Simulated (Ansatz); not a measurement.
# C2H5O− (ethanolate) at HF/3-21G

What is the vertical ionisation energy of C2H5O− (ethanolate) at HF/3-21G? 

Program for the calculation: Ansatz 0.2.0.

## (1) The molecule

The species is C2H5O− (8 atoms), meant as a singlet with charge -1. SMILES: `CC[O-]`. The coordinates come from a PBE0-D4/def2-TZVPD relaxation.

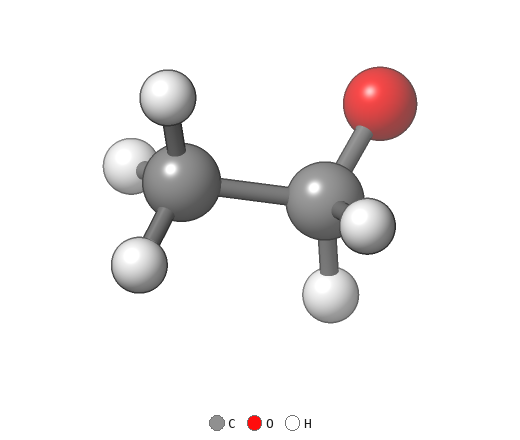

Viewed from a chosen angle; carbon grey, oxygen red, hydrogen white.

## (2) A single-point energy at HF/3-21G

File in.yaml:

```yaml
crystal:
  periodic: [false, false, false]
  atoms:
    - {symbol: C, position_ang: [-0.440680, 0.576090, -0.258010]}
    - {symbol: C, position_ang: [0.455590, -0.573780, 0.261950]}
    - {symbol: O, position_ang: [1.696460, -0.210870, 0.553250]}
    - {symbol: H, position_ang: [-1.463760, 0.234370, -0.488810]}
    - {symbol: H, position_ang: [0.003400, 1.006710, -1.163790]}
    - {symbol: H, position_ang: [-0.492690, 1.370710, 0.496300]}
    - {symbol: H, position_ang: [0.369470, -1.383990, -0.532330]}
    - {symbol: H, position_ang: [-0.127780, -1.019260, 1.131420]}
basis:
  gaussian: {orbitals: 3-21G.json}
total_charge: -1
hamiltonian: {xc: hf}
accuracy: high
output: {orbitals: {seedname: orbitals}}
```

The basis set 3-21G is read from a file made from the Basis Set Exchange's data (not shown).

Run with:

```
$ ansatz run in.yaml --threads 1 --pin off --max-ram 3480MiB --events-out events.jsonl --progress --plain --runs-dir runs
```

The program printed:

```text
Warning: RAYON_NUM_THREADS=1 ignored (pool sized by the plan → 1); use --threads N
Functional definition: HF
  name "HF"
  exchange = exact_x
  correlation = 0
845 factors; integrals over basis functions are off by at most 8.2e-9 eV
mean field evaluation 1: about -4149.3498 eV, gradient 2.8e1 eV
mean field evaluation 2: about -4149.3406 eV, gradient 2.8e1 eV
mean field evaluation 4: about -4151.1791 eV, gradient 2.4e0 eV
mean field evaluation 8: about -4151.1960 eV, gradient 2.3e-4 eV
mean field -4151.19603922 eV, -152.5536406596 hartree, gradient 2.5e-8 eV, S^2 0.000000; 0 other end points of the search recorded, 0 dependent functions left out
reference -4151.19603922 eV, -152.5536406596 hartree; 13, 13 occupied and 24, 24 virtual orbitals, 845 factors
Total energy: -4151.19603922 eV, -152.5536406596 hartree
```

It took 0.2 s on 1 thread of Arm Neoverse V2, shared host.

## (3) Doublet neutral C2H5O, same level

in.yaml, as its differences from that of step 2:

```diff
@@ -1 +1,3 @@
+basis:
+  gaussian: {orbitals: 3-21G.json}
 crystal:
@@ -11,5 +13,3 @@
     - {symbol: H, position_ang: [-0.127780, -1.019260, 1.131420]}
-basis:
-  gaussian: {orbitals: 3-21G.json}
-total_charge: -1
+magnetization: {spin_polarized: true, initial_magnetization: 1}
 hamiltonian: {xc: hf}
```

The basis set 3-21G is read from a file made from the Basis Set Exchange's data (not shown).

Run with:

```
$ ansatz run in.yaml --threads 1 --pin off --max-ram 3480MiB --events-out events.jsonl --progress --plain --runs-dir runs
```

The program printed:

```text
Warning: RAYON_NUM_THREADS=1 ignored (pool sized by the plan → 1); use --threads N
Functional definition: HF
  name "HF"
  exchange = exact_x
  correlation = 0
841 factors; integrals over basis functions are off by at most 8.2e-9 eV
mean field evaluation 1: about -4148.4276 eV, gradient 2.1e1 eV
mean field evaluation 2: about -4148.4131 eV, gradient 2.1e1 eV
mean field evaluation 4: about -4152.0677 eV, gradient 4.3e0 eV
mean field evaluation 8: about -4152.4669 eV, gradient 2.4e-1 eV
mean field evaluation 16: about -4152.0493 eV, gradient 6.8e0 eV
mean field evaluation 32: about -4152.4392 eV, gradient 4.6e-2 eV
mean field evaluation 64: about -4152.4386 eV, gradient 1.8e-1 eV
mean field evaluation 96: about -4152.4678 eV, gradient 3.8e-6 eV
mean field -4152.46782996 eV, -152.6003781072 hartree, gradient 3.5e-8 eV, S^2 0.758775; 3 other end points of the search recorded, 0 dependent functions left out
reference -4152.46782996 eV, -152.6003781072 hartree; 13, 12 occupied and 24, 25 virtual orbitals, 841 factors
Total energy: -4152.46782996 eV, -152.6003781072 hartree
```

It took 0.54 s on 1 thread of Arm Neoverse V2, shared host.

## (4) Results

At HF/3-21G:

```
                                                             quantity          value
                                         singlet C2H5O−: total energy  -152.55364 Eh
                                          singlet C2H5O−: HOMO energy       -1.32 eV
                                          singlet C2H5O−: LUMO energy       12.93 eV
singlet C2H5O−: HOMO–LUMO gap (to an unbound level, set by the basis)       14.25 eV
                                  doublet neutral C2H5O: total energy  -152.60038 Eh
            doublet neutral C2H5O: HOMO energy (highest over α and β)      -11.20 eV
             doublet neutral C2H5O: LUMO energy (lowest over α and β)        3.38 eV
                                          doublet neutral C2H5O: ⟨S²⟩          0.759
                  vertical detachment energy (to the doublet neutral)      -1.272 eV
```

The species is unbound against losing an electron at this level, by 1.27 eV (−29 kcal/mol); missing correlation or diffuse functions can give that sign where the real anion is bound.
